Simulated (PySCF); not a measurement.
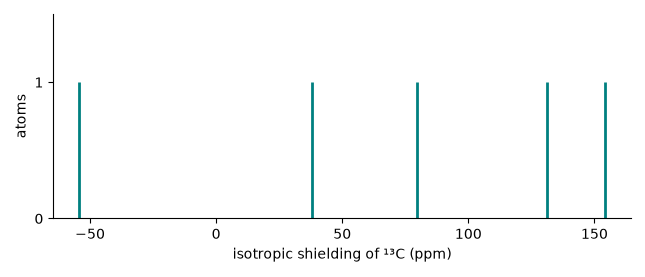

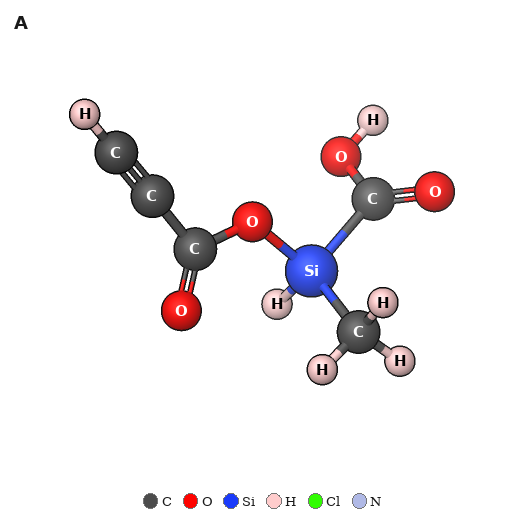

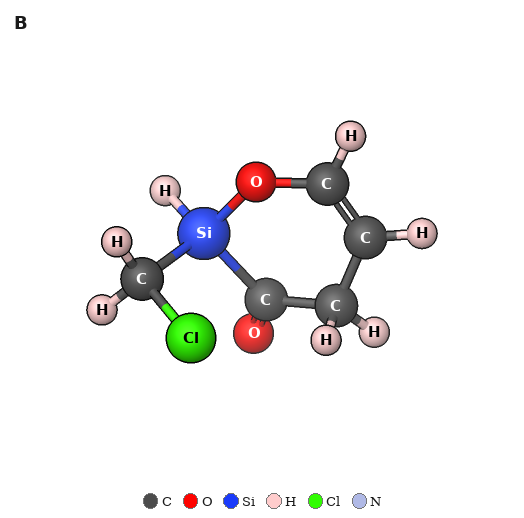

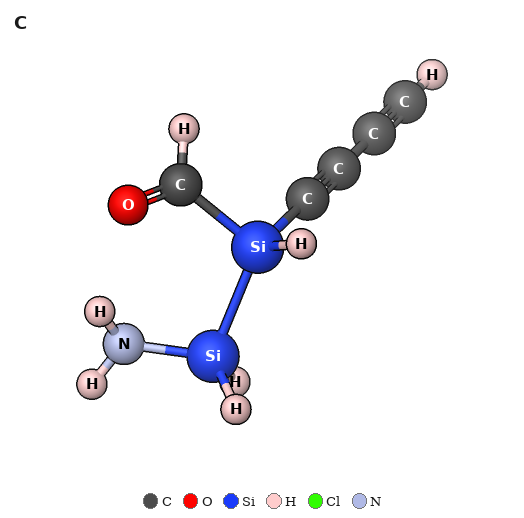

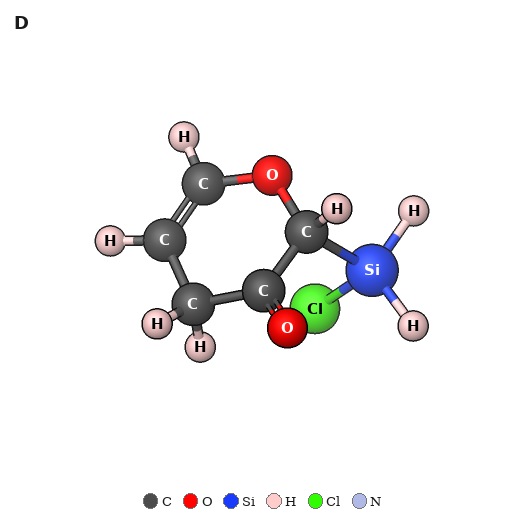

The sticks are computed shieldings of one of the molecules, for one fixed geometry (GFN2-xTB) without averaging over rotations. Low shielding means a high chemical shift. Method: GIAO PBE0/pcSseg-1 NMR shielding, non-relativistic, gas phase (PySCF 2.14.0).

### Match the spectrum to a structure.

B, `O=C1CC=CO[Si@@H]1CCl`. Its 5 C atoms give lines at −54.2, 38.1, 79.6, 131.2, 154.0 ppm.

The geometry is semi-empirical. Around Si such bond lengths and angles can be off by a tenth of an ångström or more and by several degrees, and values that hang on the shape move with them.
